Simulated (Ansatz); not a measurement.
## A convergence test on CsCu2I3 (Cmcm): k mesh of the density

How far can the k mesh of the density be lowered for the gap of CsCu2I3 (Cmcm)?

Main program and level: Ansatz 0.2.0; DFT, r2SCAN, plane waves, PAW.

### 1. Starting point

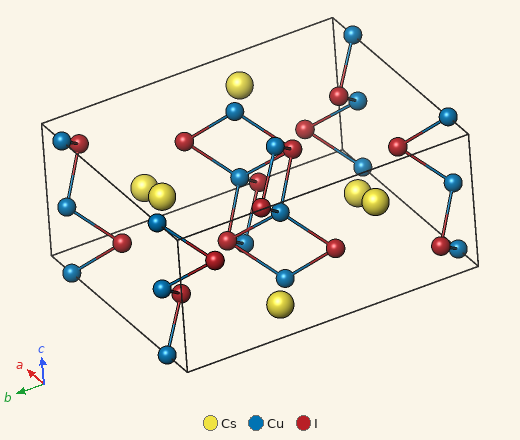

The starting structure, seen from a free direction (caesium yellow, copper blue, iodine red). This picture shows the conventional cell, with its axes. Some periodic images of atoms are drawn too.

The cell and positions come from the Crystallography Open Database and are kept as given unless a step says otherwise. Spin-orbit coupling is left out unless a step names it. The default PAW set here is soft_2. Its files were made with PBE.

### 2. k mesh of the density: 2×2×2

The input, input.yaml:

```yaml
crystal:
  lattice:
    - [5.27395, -6.58625, 0.0]
    - [5.27395, 6.58625, 0.0]
    - [0.0, 0.0, 6.09718]
  atoms:
    - { symbol: Cs, position: [0.3278, 0.6722, 0.25] }
    - { symbol: Cs, position: [0.6722, 0.3278, 0.75] }
    - { symbol: Cu, position: [0.851, 0.851, 0.0] }
    - { symbol: Cu, position: [0.149, 0.149, 0.5] }
    - { symbol: Cu, position: [0.149, 0.149, 0.0] }
    - { symbol: Cu, position: [0.851, 0.851, 0.5] }
    - { symbol: I, position: [0.8796, 0.1204, 0.25] }
    - { symbol: I, position: [0.1204, 0.8796, 0.75] }
    - { symbol: I, position: [0.836, 0.598, 0.25] }
    - { symbol: I, position: [0.164, 0.402, 0.75] }
    - { symbol: I, position: [0.598, 0.836, 0.75] }
    - { symbol: I, position: [0.402, 0.164, 0.25] }
kpoints:
  mp_grid: { grid: [2, 2, 2] }
  band_path:
    path:
      - [0.0, 0.0, 0.0]
      - [-0.5, 0.5, 0.0]
      - [-0.41030077, 0.58969923, 0.0]
      - [0.41030077, 0.41030077, 0.0]
      - [0.0, 0.0, 0.5]
      - [0.41030077, 0.41030077, 0.5]
      - [-0.41030077, 0.58969923, 0.5]
      - [-0.5, 0.5, 0.5]
    npoints: 1
hamiltonian:
  xc: r2scan
scf:
  occupations: { method: fixed }
  n_extra_bands: 8
output:
  eigenvalues: true
  forces: true
  stress: true
```

Started as:

```bash
> ansatz run input.yaml --threads 24 --pin off --max-ram 82944MiB --backend cuda --events-out ev --progress --plain --runs-dir out --devices 1 --max-vram 78GiB
```

Numbers of over 12 decimals in the logs are rounded to 6 here.

Log:

```text
scf.n_extra_bands = 8 over 98 filled bands (N_el = 196.0): the run solves 106 bands
GPUs: using 1 of 1 available (devices: 1).
Engine: ansatz 0.2.0, aarch64-unknown-linux-gnu
Pseudopotentials: kind: paw
Pseudopotential: Cs, paw, valence charge 9, recommended cutoff 500 eV (meta_gga), Cs.paw.azcp
Pseudopotential: Cu, paw, valence charge 19, recommended cutoff 500 eV (meta_gga), Cu.paw.azcp
Pseudopotential: I, paw, valence charge 17, recommended cutoff 500 eV (meta_gga), I.paw.azcp
Functional definition: r2SCAN
  parameter k0 = 0.174
  parameter k1 = 0.065
  parameter a1 = 4.9479
  exchange = r2scan_x(k0 = k0, k1 = k1, a1 = a1)
  correlation = r2scan_c
[...]
Crystal: 12 atoms, lattice volume = 423.578 Å³
Basis set: ecut = 500 eV, 10765 PW (Γ), exchange–correlation on 256×256×180 points (64 copies of the dense FFT grid, shifted against one another)
Bands: 106, of which v1, the nominal top of the filled ones, is band 98 counted from 1 (97 counted from 0)
Symmetry: 8 space group operations
Space group: Cmcm (ITA 63), of the structure as read, at distance tolerance 7.5e-5 Å
k-points: 6 of 8
Non-local potential: Cs, projectors of the file, l = 0: 3, l = 1: 2, l = 2: 2, l = 3: 2
Non-local potential: Cu, projectors of the file, l = 0: 3, l = 1: 2, l = 2: 3, l = 3: 1
Non-local potential: I, projectors of the file, l = 0: 2, l = 1: 2, l = 2: 2, l = 3: 2
PAW form: soft (Blöchl's): semilocal exchange-correlation on the pseudo side does not see the compensation charge
PAW frozen core: Cs, regenerated for the run's functional (the file was generated under x = pbe(κ = 0.804, μ = 0.219515), c = pbe(β = 0.066725))
PAW frozen core: Cu, regenerated for the run's functional (the file was generated under x = pbe(κ = 0.804, μ = 0.219515), c = pbe(β = 0.066725))
PAW frozen core: I, regenerated for the run's functional (the file was generated under x = pbe(κ = 0.804, μ = 0.219515), c = pbe(β = 0.066725))
PAW one-centre angular grid: Cs, 302 points (default); XC on 160 Gauss nodes
PAW one-centre angular grid: Cu, 590 points (default); XC on 160 Gauss nodes
PAW one-centre angular grid: I, 590 points (default); XC on 160 Gauss nodes
Initial density: superposition of atomic densities (neutral atoms: chi_scale 0, normalization atom), corrected by the library's trained network
Initial wavefunctions: pseudopotential atomic-orbital guess
[...]
Functional: x = r2scan, c = r2scan; τ floored in thin density (d = 2e-4 eV/Å³)
SCF iter   1: F=—  HF=-83073.775554 eV  |F-HF|=—  |Δ(HF+E_count)|=         —  Δρ=1.66e-2  dr2=6.99e-1  dr2_τ=7.73e-3  ethr=1.77e-3  ⟨swp⟩=5.2  Hψ=2175  notcnv=0  defer=25
preconditioner: auto → Resta (q_TF=auto, 2.399 Å⁻¹)  ε∞=5.5  [insulator: Δε(μ)=2.711 eV  Ē_g=8.482 eV  n_scr=96 (ndim 8)  ℏωp=18.0 eV  f_vac=0.164  ε∞_Penn≈5.5]
SCF iter   2: F=—  HF=-83073.781673 eV  |F-HF|=—  |Δ(HF+E_count)|=   6.12e-3  Δρ=9.09e-3  dr2=2.07e-1  dr2_τ=5.94e-3  ethr=3.57e-4  ⟨swp⟩=3.0  Hψ=1413  notcnv=0  defer=36
SCF iter   3: F=—  HF=-83073.697118 eV  |F-HF|=—  |Δ(HF+E_count)|=   8.46e-2  Δρ=3.56e-3  dr2=3.56e-2  dr2_τ=4.17e-4  ethr=1.06e-4  ⟨swp⟩=2.0  Hψ=1225  notcnv=0  defer=31
SCF iter   4: F=—  HF=-83073.690932 eV  |F-HF|=—  |Δ(HF+E_count)|=   6.19e-3  Δρ=4.39e-4  dr2=1.05e-3  dr2_τ=5.76e-5  ethr=1.82e-5  ⟨swp⟩=2.0  Hψ=918  notcnv=0  defer=36
SCF iter   5: F=—  HF=-83073.692258 eV  |F-HF|=—  |Δ(HF+E_count)|=   1.33e-3  Δρ=1.86e-4  dr2=1.95e-4  dr2_τ=6.00e-6  ethr=5.36e-7  ⟨swp⟩=2.0  Hψ=942  notcnv=0  defer=36
SCF iter   6: F=—  HF=-83073.691443 eV  |F-HF|=—  |Δ(HF+E_count)|=   8.16e-4  Δρ=8.84e-5  dr2=2.35e-5  dr2_τ=3.42e-7  ethr=9.93e-8  ⟨swp⟩=2.0  Hψ=918  notcnv=0  defer=35
SCF iter   7: F=—  HF=-83073.692983 eV  |F-HF|=—  |Δ(HF+E_count)|=   1.54e-3  Δρ=2.12e-5  dr2=2.00e-6  dr2_τ=1.91e-8  ethr=1.20e-8  ⟨swp⟩=2.0  Hψ=900  notcnv=0  defer=34
SCF iter   8: F=—  HF=-83073.692983 eV  |F-HF|=—  |Δ(HF+E_count)|=   3.03e-7  Δρ=6.28e-6  dr2=1.93e-7  dr2_τ=5.35e-9  ethr=1.02e-9  ⟨swp⟩=2.0  Hψ=1110  notcnv=0  defer=34
SCF iter   9: F=-83073.692983 eV  HF=-83073.692983 eV  |F-HF|=4.86e-9  |Δ(HF+E_count)|=   9.31e-8  Δρ=1.92e-6  dr2=2.12e-8  dr2_τ=1.92e-10  ethr=5.10e-11  ⟨swp⟩=14.2  Hψ=3387  notcnv=0
SCF 1 converged in 9 iterations: F = -83073.692983 eV  dr2 = 2.12e-8
[...]
NSCF: frozen V_eff on 8 k-points
SCF converged after 9 iterations
Free energy (F): -83073.692983 eV
Harris-Foulkes:  -83073.692983 eV  (|F-HF|=4.86e-9)
Internal energy: -83073.692983 eV  (E = F + TS)
E sigma→0 (E₀):  -83073.692983 eV
Fermi energy:    6.243668 eV
--- Per-component energies (eV) ---
  E_band       = -4672.725360
  E_kinetic    = 2619.239483
  E_local      = -44832.894793  (includes V_loc(G=0)·N_el)
  E_nonlocal   = 1165.993505
  E_hartree    = 21280.533312
  E_xc         = -1376.186655
  E_vxc        = -1596.331272  (∫ρ·V_xc dr)
  E_paw        = -45994.444330  (= ΣΔE_a)
  E_vpaw       = -4685.923057  (= ΣTr[D̂ρ^β])
  E_aug_tail   = 0.000415  (compensation charges beyond the density's cutoff)
  E_vtau       = 96.100806  (kinetic-family band-sum trace: ∫τ·v_τ [+ j·A + Jᵃ·Aᵃ] dr)
  E_ewald      = -15935.267565
  E_core_change = -0.666355  (= ΣΔE_core)
  E_smearing   = -0.000000  (= −TS)
  E_closure    = -0.000000  (closes the sum)
  Σ components = -83073.692983   (vs F -83073.692983, Δ=0.00e0)
--- Forces (eV/Å), atoms counted from 1 ---
  atom   1  Cs     0.00000000     0.00169157     0.00000000
  atom   2  Cs    -0.00000000    -0.00169157    -0.00000000
  atom   3  Cu     0.11270993    -0.00000000     0.00000000
  atom   4  Cu    -0.11270993     0.00000000     0.00000000
  atom   5  Cu    -0.11270993     0.00000000    -0.00000000
  atom   6  Cu     0.11270993    -0.00000000    -0.00000000
  atom   7  I     -0.00000000    -0.19835930     0.00000000
  atom   8  I      0.00000000     0.19835930     0.00000000
  atom   9  I      0.05515611     0.03366577    -0.00000000
  atom  10  I     -0.05515611    -0.03366577    -0.00000000
  atom  11  I      0.05515611    -0.03366577    -0.00000000
  atom  12  I     -0.05515611     0.03366577     0.00000000
  max |Σ_I F_I| component: 2.78e-17 eV/Å
--- Stress (GPa, compression-positive) ---
       -0.014494       0.000000      -0.000000
        0.000000       0.164029       0.000000
       -0.000000       0.000000      -0.295652
  P = ⅓ Tr σ = -0.0487 GPa (-0.487 kbar)
--- Band table (eV; the first three rows and the last of 6) ---
  k-point 0: bands = ["-108.6228", "-108.6228", "-108.6225", "-108.6225", "-64.5098", "-64.5097", "-64.5036", "-64.5035", "-64.4949", "-64.4944", "-64.4928", "-64.4923", "-64.4902", "-64.4901", "-64.4895", "-64.4894", "-40.0717", "-40.0714", "-40.0658", "-40.0657", "-40.0641", "-40.0640", "-40.0584", "-40.0583", "-40.0525", "-40.0524", "-39.5883", "-39.5882", "-39.5880", "-39.5880", "-39.5851", "-39.5851", "-39.5850" [...]
  k-point 1: bands = ["-108.6227", "-108.6227", "-108.6226", "-108.6226", "-64.5067", "-64.5067", "-64.5065", "-64.5065", "-64.4946", "-64.4946", "-64.4926", "-64.4926", "-64.4899", "-64.4899", "-64.4897", "-64.4897", "-40.0716", "-40.0716", "-40.0657", "-40.0657", "-40.0640", "-40.0640", "-40.0583", "-40.0583", "-40.0525", "-40.0525", "-39.5881", "-39.5881", "-39.5881", "-39.5881", "-39.5851", "-39.5851", "-39.5851" [...]
  k-point 2: bands = ["-108.6228", "-108.6228", "-108.6225", "-108.6225", "-64.5098", "-64.5097", "-64.5036", "-64.5035", "-64.4949", "-64.4944", "-64.4928", "-64.4923", "-64.4902", "-64.4901", "-64.4895", "-64.4894", "-40.0718", "-40.0714", "-40.0658", "-40.0657", "-40.0641", "-40.0640", "-40.0584", "-40.0583", "-40.0525", "-40.0524", "-39.5883", "-39.5883", "-39.5880", "-39.5880", "-39.5851", "-39.5851", "-39.5850" [...]
  k-point 5: bands = ["-108.6227", "-108.6227", "-108.6226", "-108.6226", "-64.5067", "-64.5067", "-64.5065", "-64.5065", "-64.4946", "-64.4946", "-64.4926", "-64.4926", "-64.4899", "-64.4899", "-64.4897", "-64.4897", "-40.0716", "-40.0716", "-40.0657", "-40.0657", "-40.0640", "-40.0640", "-40.0583", "-40.0583", "-40.0525", "-40.0525", "-39.5881", "-39.5881", "-39.5881", "-39.5881", "-39.5851", "-39.5851", "-39.5851" [...]
```

The job ended after 2.2 s (1 × NVIDIA GB200 (shared by 2 runs) with 24 threads of Arm Neoverse V2, shared host; peak memory 1.6 GiB).

This step gave:

* pressure: -0.04871 GPa
* gap: 2.496 eV
* valence top at: Γ
* conduction bottom at: Γ
* least direct gap: 2.496 eV

The gap is direct, at Γ.

### 3. k mesh of the density: 4×4×4 (the default)

input.yaml, the sections that differ from step 2:

```yaml
kpoints:
  mp_grid: { grid: [4, 4, 4] }
  band_path:
    path:
      - [[0.0, 0.0, 0.0], [-0.5, 0.5, 0.0], [-0.41030077, 0.58969923, 0.0]]
      - [[0.41030077, 0.41030077, 0.0], [0.0, 0.0, 0.0], [0.0, 0.0, 0.5], [0.41030077, 0.41030077, 0.5]]
      - [[-0.41030077, 0.58969923, 0.5], [-0.5, 0.5, 0.5], [-0.5, 0.5, 0.0]]
      - [[0.0, 0.0, 0.0], [0.0, 0.5, 0.0], [0.0, 0.5, 0.5], [0.0, 0.0, 0.5], [-0.5, 0.5, 0.5]]
    npoints: 10
scf:
  occupations: { method: fermi_dirac, width: 0.02 }
  n_extra_bands: 8
# crystal, hamiltonian, output: as in step 2
```

Log:

```text
[...]
GPUs: using 1 of 1 available (devices: 1).
[...]
Crystal: 12 atoms, lattice volume = 423.578 Å³
Basis set: ecut = 500 eV, 10765 PW (Γ), exchange–correlation on 256×256×180 points (64 copies of the dense FFT grid, shifted against one another)
[...]
atom  11  I      0.05464735    -0.01938847     0.00000000
  atom  12  I     -0.05464735     0.01938847    -0.00000000
  max |Σ_I F_I| component: 6.94e-18 eV/Å
--- Stress (GPa, compression-positive) ---
       -0.077427       0.000000      -0.000000
        0.000000       0.052851       0.000000
       -0.000000       0.000000      -0.283222
  P = ⅓ Tr σ = -0.1026 GPa (-1.026 kbar)
--- Band table (eV; the first three rows and the last of 21) ---
[...]
[key lines of the parts left out:]
SCF converged after 9 iterations
Free energy (F): -83073.734950 eV
Fermi energy:    7.490012 eV
```

Elapsed: 4.2 s, on 1 × NVIDIA GB200 (shared by 2 runs) with 24 threads; peak memory 1.6 GiB; 32 s of CPU time.

This step gave:

| Property | Result |
| --- | --- |
| pressure | -0.1026 GPa |
| gap | 2.497 eV |
| valence top at | Γ |
| conduction bottom at | Γ |
| least direct gap | 2.497 eV |

The gap is 2.497 eV, +0.001 eV from the run before at this level.

### 4. k mesh of the density: 4×4×6

input.yaml, the sections that differ from step 3:

```yaml
kpoints:
  mp_grid: { grid: [4, 4, 6] }
  band_path:
    path:
      - [0.0, 0.0, 0.0]
      - [-0.5, 0.5, 0.0]
      - [-0.41030077, 0.58969923, 0.0]
      - [0.41030077, 0.41030077, 0.0]
      - [0.0, 0.0, 0.5]
      - [0.41030077, 0.41030077, 0.5]
      - [-0.41030077, 0.58969923, 0.5]
      - [-0.5, 0.5, 0.5]
    npoints: 1
scf:
  occupations: { method: fixed }
  n_extra_bands: 8
# crystal, hamiltonian, output: as in step 3
```

Log:

```text
[...]
GPUs: using 1 of 1 available (devices: 1).
[...]
Crystal: 12 atoms, lattice volume = 423.578 Å³
Basis set: ecut = 500 eV, 10765 PW (Γ), exchange–correlation on 256×256×180 points (64 copies of the dense FFT grid, shifted against one another)
[...]
atom  11  I      0.05465449    -0.01936961     0.00000000
  atom  12  I     -0.05465449     0.01936961    -0.00000000
  max |Σ_I F_I| component: 2.43e-17 eV/Å
--- Stress (GPa, compression-positive) ---
       -0.077403       0.000000      -0.000000
        0.000000       0.052850       0.000000
       -0.000000       0.000000      -0.283302
  P = ⅓ Tr σ = -0.1026 GPa (-1.026 kbar)
--- Band table (eV; the first three rows and the last of 28) ---
[...]
[key lines of the parts left out:]
SCF converged after 9 iterations
Free energy (F): -83073.734969 eV
Fermi energy:    6.240452 eV
```

Elapsed: 3.9 s, on 1 × NVIDIA GB200 (shared by 2 runs) with 24 threads; peak memory 1.5 GiB; 16 s of CPU time.

This step gave:

| Property | Result |
| --- | --- |
| pressure | -0.1026 GPa |
| gap | 2.497 eV |
| valence top at | Γ |
| conduction bottom at | Γ |
| least direct gap | 2.497 eV |

The gap is 2.497 eV, as in the run before at this level.

### 5. The series

Differences are against the last row; a negative gap means that bands overlap, and a run with a band path holds that path's time. Times are wall times on 1 × NVIDIA GB200 (shared by 2 runs) with 24 threads of Arm Neoverse V2, shared host, good to a factor of about two.

| k mesh of the density | gap (eV) | direct gap (eV) | gap error (eV) | energy error (meV/atom) | irreducible k | time |
| --- | --- | --- | --- | --- | --- | --- |
| 2×2×2 | 2.496 | 2.496 | −0.001 | +3.5 | 6 | 2.2 s |
| 4×4×4 | 2.497 | 2.497 | +0.000 | +0.0 | 21 | 4.2 s |
| 4×4×6 | 2.497 | 2.497 | +0.000 | +0.0 | 28 | 3.9 s |

### 6. What came out

```
2×2×2 : 2.496 eV
4×4×4 : 2.497 eV
4×4×6 : 2.497 eV
```

**Reading.** The gap holds to 0.02 eV from 2×2×2 on, the cheapest setting tried. At 2×2×2 the gap is off by −0.001 eV and the energy by +3 meV/atom. The gap is read over the mesh and added points near the edges, so meshes differ mainly through the density and, for a hybrid, the exchange operator. The runs have no spin polarisation. For a closed low-spin shell that is the natural state; where a d or f shell is open it is a constraint, and the gap is then not the crystal's own.

[Paths, hosts, dates, memory and timing lines, banners, echoed tables and standing remarks are left out of the program output.]

[Logs are printed without paths, hosts, clocks, repeated set-up lines and the standing remarks that a program may print on its own settings, such as how far it seeks lower states.]

[Runs of the session that timed out or met a known fault of the program may be left out.]

[Cells called generated may have been cut or substituted from an entry of the Crystallography Open Database or the Materials Project.]

[Hosts, paths, dates, database ids (printed as entryN), source tags and the programs' standing remarks are cut or masked in the printed files.]
